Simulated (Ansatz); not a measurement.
**[BH4]− (SMILES [H][B-]([H])([H])[H]) at 6 levels**

Aim: a comparison of 6 runs (B3LYP/6-31G, HSE06/3-21G, PBE/3-21G, UMP2/3-21G, CCSD/3-21G, CCSD(T)/6-31G) of [BH4]−. 

Program for the calculation: Ansatz 0.2.0.

**1. The system as given**

[BH4]−: 5 atoms, total charge -1, spin state singlet. SMILES: `[H][B-]([H])([H])[H]`. The H3–B1 distance was set to 3.073 Å, away from the relaxed value. At this shape a bond of the SMILES string is far longer than usual.

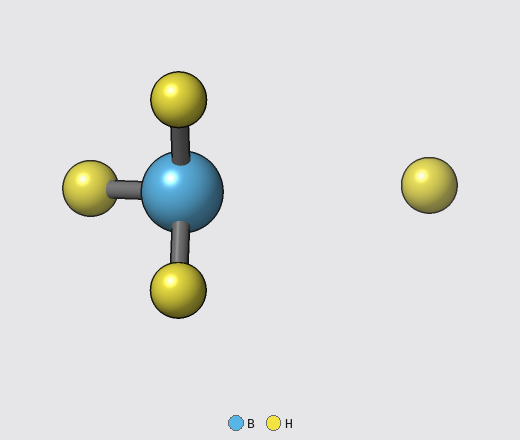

Viewed from a chosen angle; boron blue, hydrogen yellow.

**2. A single-point energy at B3LYP/6-31G (run 1)**

Contents of run.yaml:

```yaml
basis:
  gaussian:
    orbitals: 6-31G
crystal:
  periodic: [false, false, false]
  atoms:
    - {symbol: B, position_ang: [-1.732014, -0.018235, 0.631104]}
    - {symbol: H, position_ang: [-1.720134, -0.038625, 1.860274]}
    - {symbol: H, position_ang: [1.154650, 0.011840, -0.420810]}
    - {symbol: H, position_ang: [-2.319614, 0.989765, 0.243594]}
    - {symbol: H, position_ang: [-2.310944, -1.016925, 0.210464]}
total_charge: -1
magnetization:
  spin_polarized: false
  initial_magnetization: 0
hamiltonian:
  xc: {name: B3LYP}
accuracy: high
```

Launch:

```sh
ansatz run run.yaml --threads 1 --pin off --max-ram 2610MiB --events-out events.jsonl --progress --plain --runs-dir runs
```

Output:

```text
Warning: RAYON_NUM_THREADS=1 ignored (pool sized by the plan → 1); use --threads N
Functional definition: B3LYP
  name "B3LYP"
  parameter a0 = 0.2
  parameter ax = 0.72
  parameter ac = 0.81
  exchange = (1 - a0 - ax)*slater_x + ax*b88_x + a0*exact_x
  correlation = (1 - ac)*vwn_rpa_c + ac*lyp_c
409 factors; integrals over basis functions are off by at most 2.5e-9 eV
mean field evaluation 1: about -735.9286 eV, gradient 1.5e1 eV
mean field evaluation 2: about -719.9874 eV, gradient 4.4e1 eV
mean field evaluation 4: about -737.8561 eV, gradient 1.1e0 eV
mean field evaluation 8: about -737.8542 eV, gradient 1.4e-1 eV
mean field evaluation 16: about -737.8543 eV, gradient 1.7e-8 eV
mean field -737.85430175 eV, -27.1156454537 hartree, gradient 2.0e-8 eV, S^2 0.000000; 0 other end points of the search recorded, 0 dependent functions left out
reference -737.85433200 eV, -27.1156465655 hartree; 5, 5 occupied and 12, 12 virtual orbitals, 409 factors
Total energy: -737.85433200 eV, -27.1156465655 hartree
```

It took 0.58 s on 1 thread of Arm Neoverse V2, shared host.

**3. The energy at HSE06/3-21G (run 2)**

Contents of in.yaml:

```yaml
crystal:
  periodic: [false, false, false]
  atoms:
    - {symbol: B, position_ang: [-1.732014, -0.018235, 0.631104]}
    - {symbol: H, position_ang: [-1.720134, -0.038625, 1.860274]}
    - {symbol: H, position_ang: [1.154650, 0.011840, -0.420810]}
    - {symbol: H, position_ang: [-2.319614, 0.989765, 0.243594]}
    - {symbol: H, position_ang: [-2.310944, -1.016925, 0.210464]}
basis:
  gaussian: {orbitals: 3-21G.json}
total_charge: -1
hamiltonian: {xc: hse06}
accuracy: high
```

The basis set 3-21G is read from a file made from the Basis Set Exchange's data (not shown).

Launch:

```sh
ansatz run in.yaml --threads 1 --pin off --max-ram 2610MiB --events-out events.jsonl --progress --plain --runs-dir runs
```

Output:

```text
Warning: RAYON_NUM_THREADS=1 ignored (pool sized by the plan → 1); use --threads N
Functional definition: HSE06
  name "HSE06"
  parameter a = 0.25
  parameter omega = 0.11/bohr
  exchange = pbe_x - a*pbe_x_sr(omega) + a*exact_x_sr(omega)
  correlation = pbe_c
333 factors; integrals over basis functions are off by at most 4.7e-9 eV
74 factors; integrals over basis functions are off by at most 2.6e-10 eV
mean field evaluation 1: about -730.0960 eV, gradient 1.4e1 eV
mean field evaluation 2: about -715.2219 eV, gradient 4.2e1 eV
mean field evaluation 4: about -731.9784 eV, gradient 2.2e0 eV
mean field evaluation 8: about -731.9739 eV, gradient 1.4e-1 eV
mean field evaluation 16: about -731.9740 eV, gradient 6.9e-6 eV
mean field -731.97402430 eV, -26.8995492431 hartree, gradient 4.0e-8 eV, S^2 0.000000; 0 other end points of the search recorded, 0 dependent functions left out
reference -731.97402640 eV, -26.8995493203 hartree; 5, 5 occupied and 12, 12 virtual orbitals, 333 factors
Total energy: -731.97402640 eV, -26.8995493203 hartree
```

Run time: 0.66 s. Hardware: 1 thread of Arm Neoverse V2, shared host.

Runs 3 to 4 aren't shown in full; the table further down has their settings and results.

**4. A single-point energy at CCSD/3-21G (run 5)**

Contents of job.yaml:

```yaml
crystal:
  periodic: [false, false, false]
  atoms:
    - {symbol: B, position_ang: [-1.732014, -0.018235, 0.631104]}
    - {symbol: H, position_ang: [-1.720134, -0.038625, 1.860274]}
    - {symbol: H, position_ang: [1.154650, 0.011840, -0.420810]}
    - {symbol: H, position_ang: [-2.319614, 0.989765, 0.243594]}
    - {symbol: H, position_ang: [-2.310944, -1.016925, 0.210464]}
basis:
  gaussian:
    orbitals: 3-21G.json
total_charge: -1
correlation:
  method: ccsd
  frozen_orbitals: {B: 1, H: 0}
accuracy: high
scf:
  omitted_lower_state_checks: [cluster_reference, increment]
```

The basis set 3-21G is read from a file made from the Basis Set Exchange's data (not shown).

Launch:

```sh
ansatz run job.yaml --threads 1 --pin off --max-ram 2610MiB --events-out events.jsonl --progress --plain --runs-dir runs
```

Output (excerpt; [...] marks lines left out):

```text
Warning: RAYON_NUM_THREADS=1 ignored (pool sized by the plan → 1); use --threads N
Functional definition: HF
  name "HF"
[...]
333 factors; integrals over basis functions are off by at most 4.7e-9 eV
[...]
mean field -725.60440429 eV, -26.6654700253 hartree, gradient 3.8e-8 eV, S^2 0.000000; 0 other end points of the search recorded, 0 dependent functions left out; unrestricted orbitals would lower it
1 core orbitals not correlated: weight in the atoms' cores, before any rotation towards them, 1.000 or more for the frozen orbitals, at most 0.000 for the correlated occupied ones
reference -725.60440429 eV, -26.6654700253 hartree; 4, 4 occupied and 12, 12 virtual orbitals, 333 factors
second order -2.14070763 eV of doubles, -0.00000000 eV of singles
cycle   1  -2.54760847 eV  change   -4.1e-1 eV  update   1.3e-1
[...]
cycle  21  -3.12517976 eV  change   3.4e-10 eV  update  6.1e-10
Total energy: -728.72958405 eV, -26.7803182633 hartree
Checks for a lower state left out: cluster_reference, increment
```

It took 0.12 s on 1 thread of Arm Neoverse V2, shared host.

**5. The energy at CCSD(T)/6-31G (run 6)**

job.yaml: that of step 4 with these lines changed.

```diff
@@ -10,6 +10,6 @@
   gaussian:
-    orbitals: 3-21G.json
+    orbitals: 6-31G
 total_charge: -1
 correlation:
-  method: ccsd
+  method: ccsd_t
   frozen_orbitals: {B: 1, H: 0}
```

Launch:

```sh
ansatz run job.yaml --threads 1 --pin off --max-ram 2610MiB --events-out events.jsonl --progress --plain --runs-dir runs
```

Output (excerpt; [...] marks lines left out):

```text
Warning: RAYON_NUM_THREADS=1 ignored (pool sized by the plan → 1); use --threads N
Functional definition: HF
  name "HF"
[...]
409 factors; integrals over basis functions are off by at most 2.5e-9 eV
[...]
mean field -729.68951224 eV, -26.8155949733 hartree, gradient 1.8e-8 eV, S^2 0.000000; 0 other end points of the search recorded, 0 dependent functions left out; unrestricted orbitals would lower it
1 core orbitals not correlated: weight in the atoms' cores, before any rotation towards them, 1.000 or more for the frozen orbitals, at most 0.000 for the correlated occupied ones
reference -729.68951224 eV, -26.8155949733 hartree; 4, 4 occupied and 12, 12 virtual orbitals, 409 factors
second order -2.06575554 eV of doubles, -0.00000000 eV of singles
cycle   1  -2.47276419 eV  change   -4.1e-1 eV  update   1.1e-1
[...]
cycle  21  -2.95589901 eV  change  -3.7e-10 eV  update  4.7e-10
perturbative correction -0.15197175 eV, -0.0055848588 hartree
Total energy: -732.79738300 eV, -26.9298071173 hartree
Checks for a lower state left out: cluster_reference, increment
```

Wall time 0.14 s (1 thread of Arm Neoverse V2, shared host).

**6. All runs side by side**

```tsv
run	level	frozen core orbitals	energy (Eh)	wall time
1	B3LYP/6-31G	–	-27.115647	0.58 s
2	HSE06/3-21G	–	-26.899549	0.66 s
3	PBE/3-21G	–	-26.897880	0.56 s
4	UMP2/3-21G	1	-26.752551	0.1 s
5	CCSD/3-21G	1	-26.780318	0.12 s
6	CCSD(T)/6-31G	1	-26.929807	0.14 s
```

**7. Summary of results**

| quantity | value |
| --- | --- |
| run 6: total energy | -26.92981 Eh |
| run 6: correlation energy (1 core orbital frozen) | -114.2 mEh |
| run 6: (T) correction | -5.58 mEh |
| run 6: T1 diagnostic | 0.081 |

In words: Totals of different functionals can't be ranked against each other. In runs 5, 6 the T1 diagnostic is large, so a single reference may not serve. In runs 5, 6 the log says that unrestricted orbitals would lower the reference, so the values rest on an unstable closed-shell determinant (other closed-shell runs at this shape may share the fault). Spin contamination of the reference: run 4 ⟨S²⟩ = 0.82. Where it is this large, the reference is a mixture of spin states, and values that rest on it are in doubt. All runs together took 2.2 s, the longest 0.66 s.
